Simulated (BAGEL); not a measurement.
# One shape, several levels: singlet GeSiH5S+

We compute a comparison of 5 runs (HF/3-21G, B3LYP/6-31G*, B3LYP/def2-SVP, PBE0/def2-SVP, RI-MP2/def2-SVP) of singlet GeSiH5S+. 

The calculation is run with BAGEL 1.2.2.

**1. The structure to begin with**

The species is GeSiH5S+ (8 atoms), meant as a singlet with charge +1. As SMILES of the parent species, `[SiH2][S][GeH3]`. The coordinates come from a PBE0-D4/def2-TZVP relaxation. This is one conformer, not always the lowest. That shape belongs to the parent species and isn't relaxed for this state.

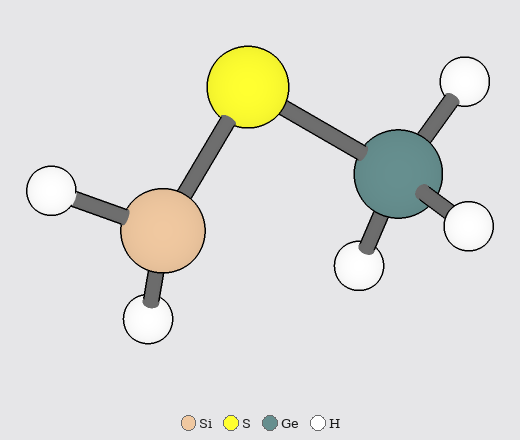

The structure, seen from a chosen angle (silicon light orange, sulfur yellow, germanium teal, hydrogen white).

**2. A single-point energy at HF/3-21G (density fitting with qzvpp-jkfit) (run 1)**

Contents of input.json:

```json
{ "bagel": [

{
  "title": "molecule",
  "basis": "3-21g",
  "df_basis": "qzvpp-jkfit",
  "angstrom": true,
  "geometry": [
    { "atom": "Si", "xyz": [   -0.878000,    1.488200,   -0.662000 ] },
    { "atom": "S", "xyz": [    1.044600,    0.591100,   -0.762500 ] },
    { "atom": "Ge", "xyz": [    0.739700,   -1.018400,    0.752500 ] },
    { "atom": "H", "xyz": [   -1.958600,    0.475700,   -0.855700 ] },
    { "atom": "H", "xyz": [   -0.926300,    2.513700,   -1.740000 ] },
    { "atom": "H", "xyz": [    0.538900,   -0.391700,    2.139300 ] },
    { "atom": "H", "xyz": [    2.019500,   -1.860500,    0.710100 ] },
    { "atom": "H", "xyz": [   -0.487400,   -1.855100,    0.362700 ] }
  ]
},
{
  "title": "hf",
  "charge": 1
},
{
  "title": "print",
  "file": "orbitals.molden",
  "orbitals": true
}

]}
```

Launch:

```
$ BAGEL_NUM_THREADS=1 BAGEL input.json > input.out
```

Log:

```text
* using 1 threads per process

  ===============================================================
  ===============================================================

  *** Geometry ***

  { "atom" : "Si", "xyz" : [     -1.659180,      2.812290,     -1.250999 ] },
  { "atom" : "S", "xyz" : [      1.974008,      1.117017,     -1.440916 ] },
  { "atom" : "Ge", "xyz" : [      1.397830,     -1.924497,      1.422019 ] },
  { "atom" : "H", "xyz" : [     -3.701218,      0.898943,     -1.617039 ] },
  { "atom" : "H", "xyz" : [     -1.750453,      4.750205,     -3.288123 ] },
  { "atom" : "H", "xyz" : [      1.018373,     -0.740206,      4.042691 ] },
  { "atom" : "H", "xyz" : [      3.816302,     -3.515835,      1.341895 ] },
  { "atom" : "H", "xyz" : [     -0.921053,     -3.505631,      0.685404 ] },

  Number of auxiliary basis functions:      612

  Since a DF basis is specified, we compute 2- and 3-index integrals:
    o Being stored without compression. Storage requirement is 0.016 GB

  Number of basis functions:       58
  Number of electrons      :       67

    * METHOD: MOLECULE                             0.35

  *** RHF ***

  === Nuclear Repulsion ===
   321.8778287080

      * DIIS with orbital gradients will be used.

  === RHF iteration (3-21g) ===
      0      -2750.79357772          0.00992857           0.11
      1      -2750.86559912          0.00492264           0.10
      2      -2750.87775225          0.00122893           0.10
      3      -2750.87880878          0.00030255           0.10
      4      -2750.87891706          0.00012874           0.10
      5      -2750.87894733          0.00003897           0.10
      6      -2750.87895011          0.00000924           0.10
      7      -2750.87895023          0.00000248           0.09
      8      -2750.87895023          0.00000099           0.10
      9      -2750.87895023          0.00000052           0.09
     10      -2750.87895024          0.00000021           0.10
     11      -2750.87895024          0.00000009           0.10
     12      -2750.87895024          0.00000004           0.10
     13      -2750.87895024          0.00000002           0.10
     14      -2750.87895024          0.00000001           0.10
    * SCF iteration converged.

    * Permanent dipole moment:
           (    2.064172,    -1.529764,     0.057276) a.u.

    * METHOD: HF                                   1.73

    * METHOD: PRINT                                0.01

  ===============================================================
```

Wall time 2.2 s (1 thread of Arm Neoverse V1, shared host); peak memory 0.12 GiB.

**3. The energy at B3LYP/6-31G(d) (density fitting with qzvpp-jkfit, spherical functions) (run 2)**

Contents of input.json:

```json
{ "bagel": [

{
  "title": "molecule",
  "basis": "6-31gs.json",
  "df_basis": "qzvpp-jkfit",
  "angstrom": "true",
  "geometry": [
    { "atom": "Si", "xyz": [      -0.878000,       1.488200,      -0.662000 ] },
    { "atom": "S", "xyz": [       1.044600,       0.591100,      -0.762500 ] },
    { "atom": "Ge", "xyz": [       0.739700,      -1.018400,       0.752500 ] },
    { "atom": "H", "xyz": [      -1.958600,       0.475700,      -0.855700 ] },
    { "atom": "H", "xyz": [      -0.926300,       2.513700,      -1.740000 ] },
    { "atom": "H", "xyz": [       0.538900,      -0.391700,       2.139300 ] },
    { "atom": "H", "xyz": [       2.019500,      -1.860500,       0.710100 ] },
    { "atom": "H", "xyz": [      -0.487400,      -1.855100,       0.362700 ] }
  ]
},

{
  "title": "ks",
  "xc_func": "b3lyp",
  "charge": 1
},

{
  "title": "print",
  "file": "orbitals.molden",
  "orbitals": "true"
}

]}
```

The basis set 6-31G* is read from a file made from the Basis Set Exchange's data (not shown).

Launch:

```
$ BAGEL_NUM_THREADS=1 BAGEL input.json > input.out
```

Log:

```text
* using 1 threads per process

  ===============================================================
  ===============================================================

  *** Geometry ***

  { "atom" : "Si", "xyz" : [     -1.659180,      2.812290,     -1.250999 ] },
  { "atom" : "S", "xyz" : [      1.974008,      1.117017,     -1.440916 ] },
  { "atom" : "Ge", "xyz" : [      1.397830,     -1.924497,      1.422019 ] },
  { "atom" : "H", "xyz" : [     -3.701218,      0.898943,     -1.617039 ] },
  { "atom" : "H", "xyz" : [     -1.750453,      4.750205,     -3.288123 ] },
  { "atom" : "H", "xyz" : [      1.018373,     -0.740206,      4.042691 ] },
  { "atom" : "H", "xyz" : [      3.816302,     -3.515835,      1.341895 ] },
  { "atom" : "H", "xyz" : [     -0.921053,     -3.505631,      0.685404 ] },

  Number of auxiliary basis functions:      612

  Since a DF basis is specified, we compute 2- and 3-index integrals:
    o Being stored without compression. Storage requirement is 0.030 GB

  Number of basis functions:       78
  Number of electrons      :       67

    * METHOD: MOLECULE                             0.45

  *** Kohn-Sham DFT ***

    * Removing 13284 points whose weight is below 1.00e-10
    * Grid points: 105964

  === Nuclear Repulsion ===
   321.8778287080

       - DIIS with orbital gradients will be used.

  === KS iteration (b3lyp / 6-31gs.json) ===
      0      -2682.54559919          0.11251862           0.51
      1      -2428.34857012          0.17611891           0.52
      2      -2481.83975431          0.12889458           0.49
      3      -2747.35113709          0.10676534           0.51
      4      -2700.11148805          0.42589949           0.49
      5      -2742.96045219          0.17337484           0.48
[... 16 lines of this table left out ...]
     22      -2767.14562283          0.00000001           0.50
     23      -2767.14562283          0.00000000           0.49
    * SCF iteration converged.

    * Permanent dipole moment:
           (    1.466157,    -1.369134,     0.340458) a.u.

    * METHOD: KS                                  12.31

    * METHOD: PRINT                                0.01

  ===============================================================
```

It took 13 s on 1 thread of Arm Neoverse V1, shared host; peak memory 0.46 GiB.

Runs 3 to 4 aren't shown in full; the table further down has their settings and results.

**4. A single-point energy at RI-MP2/def2-SVP (density fitting with qzvpp-jkfit) (run 5)**

Contents of mp2.json:

```json
{ "bagel" : [

{
  "title" : "molecule",
  "basis" : "svp",
  "df_basis" : "qzvpp-jkfit",
  "angstrom" : true,
  "geometry" : [
    { "atom" : "Si", "xyz" : [   -0.878000,    1.488200,   -0.662000 ] },
    { "atom" : "S", "xyz" : [    1.044600,    0.591100,   -0.762500 ] },
    { "atom" : "Ge", "xyz" : [    0.739700,   -1.018400,    0.752500 ] },
    { "atom" : "H", "xyz" : [   -1.958600,    0.475700,   -0.855700 ] },
    { "atom" : "H", "xyz" : [   -0.926300,    2.513700,   -1.740000 ] },
    { "atom" : "H", "xyz" : [    0.538900,   -0.391700,    2.139300 ] },
    { "atom" : "H", "xyz" : [    2.019500,   -1.860500,    0.710100 ] },
    { "atom" : "H", "xyz" : [   -0.487400,   -1.855100,    0.362700 ] }
  ]
},
{
  "title" : "hf",
  "charge" : 1
},
{
  "title" : "mp2",
  "charge" : 1,
  "ncore" : 19
}

]}
```

Launch:

```
$ BAGEL_NUM_THREADS=1 BAGEL mp2.json > mp2.out
```

Log:

```text
* using 1 threads per process

  ===============================================================
  ===============================================================

  *** Geometry ***

  { "atom" : "Si", "xyz" : [     -1.659180,      2.812290,     -1.250999 ] },
  { "atom" : "S", "xyz" : [      1.974008,      1.117017,     -1.440916 ] },
  { "atom" : "Ge", "xyz" : [      1.397830,     -1.924497,      1.422019 ] },
[... 4 lines of this table left out ...]
  { "atom" : "H", "xyz" : [     -0.921053,     -3.505631,      0.685404 ] },

  Number of auxiliary basis functions:      612

  Since a DF basis is specified, we compute 2- and 3-index integrals:
    o Being stored without compression. Storage requirement is 0.042 GB

  Number of basis functions:       93
  Number of electrons      :       67

    * METHOD: MOLECULE                             0.42

  *** RHF ***

  === Nuclear Repulsion ===
   321.8778287080

      * DIIS with orbital gradients will be used.

  === RHF iteration (svp) ===
      0      -2763.88127691          0.00927837           0.18
      1      -2763.95901288          0.00377170           0.17
      2      -2763.97076891          0.00113834           0.16
[... 12 lines of this table left out ...]
     15      -2763.97231273          0.00000000           0.15
    * SCF iteration converged.

    * Permanent dipole moment:
           (    1.806955,    -1.670625,     0.275652) a.u.

    * METHOD: HF                                   2.91

  *** RHF ***

  === Nuclear Repulsion ===
   321.8778287080

      * DIIS with orbital gradients will be used.

  === RHF iteration (svp) ===
      0      -2763.97231273          0.00000000           0.15
    * SCF iteration converged.

    * Permanent dipole moment:
           (    1.806955,    -1.670625,     0.275652) a.u.

  === DF-MP2 calculation ===

    * freezing 19 orbitals
    * 3-index integral transformation done
    * assembly done

      MP2 correlation energy:   -0.4526946099      0.06

      MP2 total energy:       -2764.4250073384

    * METHOD: MP2                                  0.37

  ===============================================================
```

Run time: 3.9 s. Hardware: 1 thread of Arm Neoverse V1, shared host; peak memory 0.18 GiB.

**5. All runs side by side**

```
run                                                                 level  frozen core orbitals   energy (Eh)  HOMO energy (eV)  LUMO energy (eV)  HOMO–LUMO gap (eV)  wall time
  1                           HF/3-21G (density fitting with qzvpp-jkfit)                     –  -2750.878950            -16.16             -7.19                8.97      2.2 s
  2  B3LYP/6-31G* (density fitting with qzvpp-jkfit, spherical functions)                     –  -2767.145623            -13.25            -10.07                3.19       13 s
  3                     B3LYP/def2-SVP (density fitting with qzvpp-jkfit)                     –  -2766.993756            -13.29            -10.08                3.21       14 s
  4                      PBE0/def2-SVP (density fitting with qzvpp-jkfit)                     –  -2766.380947            -13.52             -9.93                3.59       14 s
  5                    RI-MP2/def2-SVP (density fitting with qzvpp-jkfit)                    19  -2764.425007                 –                 –                   –      3.9 s
```

**6. Outcome**

| quantity | value |
| --- | --- |
| run 5: total energy | -2764.42501 Eh |
| run 5: correlation energy (19 core orbitals frozen) | -452.7 mEh |

In words: Over runs 1, 2, 3, 4 the HOMO–LUMO gap runs from 3.19 eV (B3LYP/6-31G*) to 8.97 eV (HF/3-21G). The two ends differ in method and basis. Totals of different functionals can't be ranked against each other. All runs together took 47 s, the longest 14 s.
